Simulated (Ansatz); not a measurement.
Input file:

```
crystal:
  periodic: [false, false, false]
  atoms:
    - { symbol: Ge, position_ang: [-0.824878, -0.199752, 0.456555] }
    - { symbol: F, position_ang: [2.171792, -0.584288, -0.084086] }
    - { symbol: "N", position_ang: [-0.45209, 0.651626, -0.983654] }
    - { symbol: H, position_ang: [1.687316, -0.19207, -0.754681] }
    - { symbol: H, position_ang: [-0.784914, -1.729001, 0.411702] }
    - { symbol: H, position_ang: [-1.266655, 0.386093, 1.816809] }
    - { symbol: H, position_ang: [-0.530671, 1.667393, -0.862646] }
basis:
  gaussian: { orbitals: def2-SVP }
hamiltonian:
  xc: b3lyp
  dispersion: d4
relax:
  f_tol: 0.03
  max_steps: 50
output:
  orbitals: {}
```

Launched as:

```sh
ansatz run input.yaml --threads 2 --pin off --max-ram 3072MiB --backend cpu --events-out ev --progress --plain --runs-dir out
```

The fields are those of the run's last geometry, not of the input's.

Theory: RKS B3LYP-D4/def2-SVP (Ansatz 0.2.0).

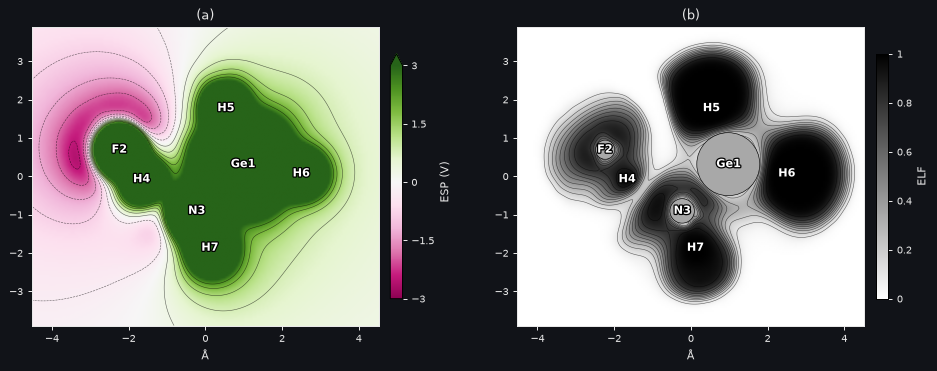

GeH3N···HF. (a) electrostatic potential; (b) electron localisation function on the molecular plane. Grey discs cover the atomic cores in the ELF map.

> What does the map show?

- Atoms in the plane: Ge, F, N and H.
- N3···H4 (1.66 Å): the ELF dips to about 0.20 between them: a closed-shell contact with the geometry of a hydrogen bond.
- Ge–N (1.71 Å): the ELF peaks at about 0.85 in the valence shell of N, 0.6 Å from its nucleus, and is about 0.45 at the midpoint.
- F–H (0.96 Å): the ELF climbs to about 0.95 towards the hydrogen, as it does in any bond to H (a covalent bond by its length).
- N–H (1.02 Å): the ELF climbs to about 1 towards the hydrogen (a covalent bond by its length).
- Ge–H (1.53 Å): the ELF climbs to about 1 towards the hydrogen.
- The ELF also peaks beside F2, away from the bonds: lone-pair regions.
- Outside the dense part of the complex the potential is most negative (−2.6 V) near F2.
